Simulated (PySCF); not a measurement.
LiN (triplet)

```xyz
2

Li    0.0000    0.0000   -1.2605
N     0.0000    0.0000    0.6315
```

Computed with PBE0/6-31G(d,p), non-relativistic, at a bond length of 1.892 Å (PySCF).

**What can the converged electron density, electron localisation function and spin density tell about the bonding?**

Li–N (1.89 Å): the density is about 0.54 e/Å³ at the midpoint; the ELF peaks at about 0.95 in the valence shell of N, 0.6 Å from its nucleus, and falls to about 0.15 next to Li: a closed-shell, largely ionic contact.
The unpaired spin (2 electrons) lies mostly on N2 (about 1.9) and Li1 (about 0.1), in electrons by Hirshfeld's partition.

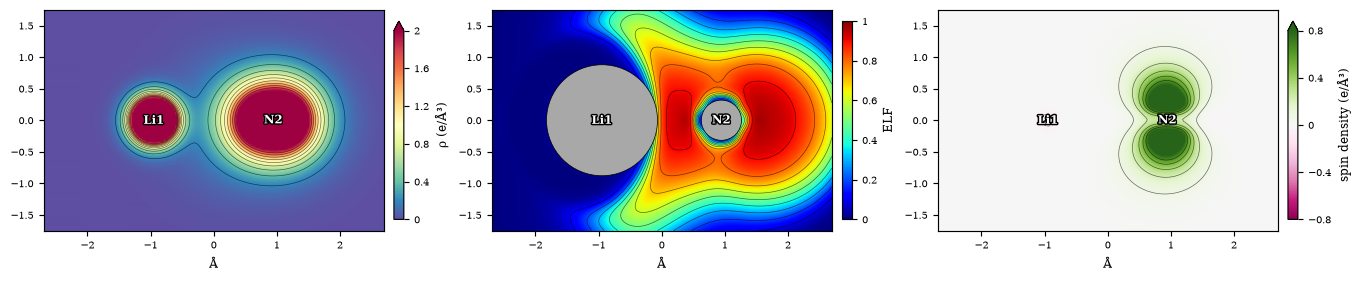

Computed electron density, electron localisation function and spin density on a plane that holds the molecular axis, in this order. Grey discs cover the atomic cores in the ELF map. 
